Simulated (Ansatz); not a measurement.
## Electronic structure of Cl2FHSi···H2···NH3 in real space

Input

```
crystal:
  periodic: [false, false, false]
  atoms:
    - {symbol: Si, position_ang: [-1.752196, -0.141729, -0.796279]}
    - {symbol: H, position_ang: [1.424627, -1.754870, 2.192738]}
    - {symbol: Cl, position_ang: [-0.587518, -1.743706, -1.219812]}
    - {symbol: Cl, position_ang: [-1.841421, 0.241887, 1.190394]}
    - {symbol: H, position_ang: [-3.114014, -0.431093, -1.266662]}
    - {symbol: H, position_ang: [1.212429, 1.647273, -0.682879]}
    - {symbol: F, position_ang: [-1.251862, 1.134933, -1.587773]}
    - {symbol: H, position_ang: [1.047346, -1.370385, 1.674570]}
    - {symbol: N, position_ang: [1.284936, 0.865036, -0.043849]}
    - {symbol: H, position_ang: [1.495739, 1.241169, 0.872279]}
    - {symbol: H, position_ang: [2.082132, 0.311587, -0.332628]}
basis:
  gaussian: {orbitals: def2-TZVPP}
hamiltonian: {xc: pbe0, dispersion: d4}
output: {orbitals: {seedname: orbitals}}
```

Launched as:

```sh
ansatz run in.yaml --threads 8 --pin off --events-out ev --progress --plain --max-ram 19148MiB
```

The product side of a reaction path; geometry: PBE0-D4/def2-TZVP; a saddle point, not a minimum.

Computed with RKS PBE0-D4/def2-TZVPP in Ansatz.

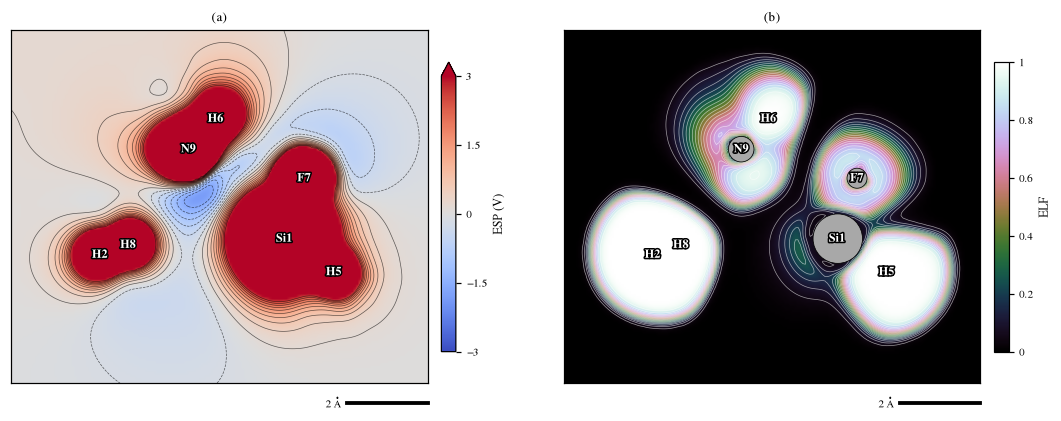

Figure 1. (a) molecular electrostatic potential; (b) ELF on the plane of atoms H5, Si1 and F7. Grey discs cover the atomic cores in the ELF map.

What does the map show?

The plane passes through Si, H, F and N nuclei.
Si1···N9 (3.29 Å): the ELF dips to about 0.05 between them.
Si–F (1.58 Å): the ELF peaks at about 0.85 in the valence shell of F, 0.6 Å from its nucleus, and is about 0.50 at the midpoint.
H–H (0.75 Å): the ELF is about 1 at the midpoint.
N–H (1.01 Å): the ELF climbs to about 1 towards the hydrogen, as it does in any bond to H: a covalent bond by its length.
Si–H (1.47 Å): the ELF climbs to about 1 towards the hydrogen.
The ELF also peaks beside F7, away from the bonds: lone-pair regions.
Outside the dense part of the complex the potential is most negative (−1.8 V) near N9.

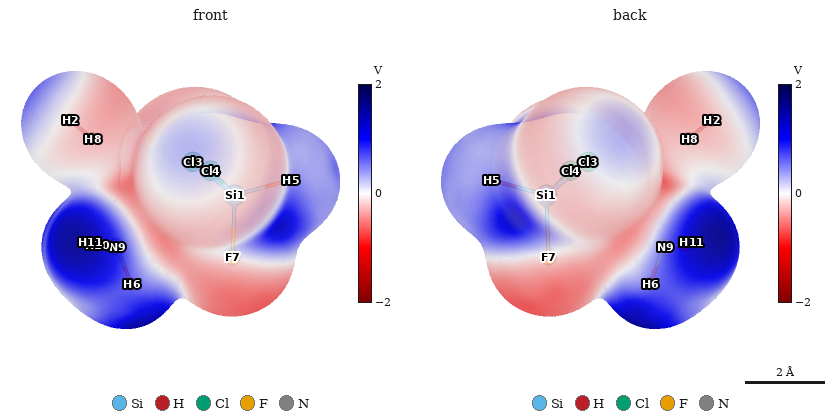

Figure 2. The electrostatic potential painted on the density surface at 0.002 e/bohr³, seen from the front and from behind; red is negative and blue positive.

Describe the electrostatic potential map.

The most negative region (about −0.6 V, or −14 kcal/mol for a unit charge) lies over Cl3, Cl4, F7 and N9, the most positive (about +1.5 V, or +35 kcal/mol for a unit charge) over H6, H10 and H11. Cl3 shows a σ-hole: about +0.3 V, or +7 kcal/mol for a unit charge at the tip opposite its bond, against about −0.3 V on its flanks. Cl4 shows a σ-hole: about +0.3 V at the tip opposite its bond, against about −0.3 V on its flanks.

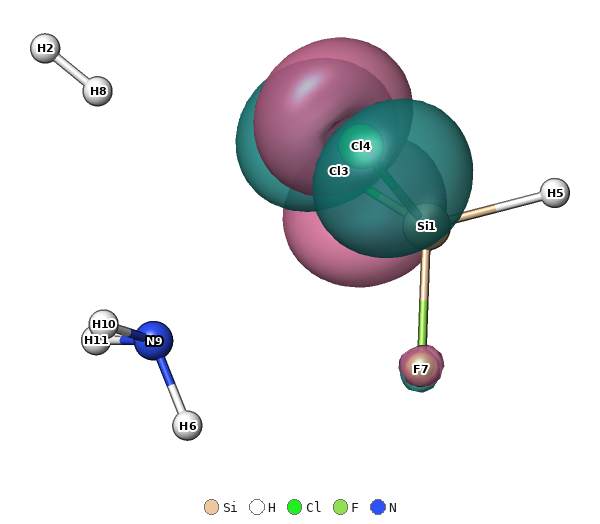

Figure 3. The HOMO−1 at ±0.15 Å⁻³ᐟ² (teal and pink are the two phases), seen across its widest extent.

What is the character of this orbital?

It lies mainly on Cl3 (about 45 %) and Cl4 (about 45 %); largely a combination of lone pairs on Cl3 and Cl4. Its energy is −9.35 eV.
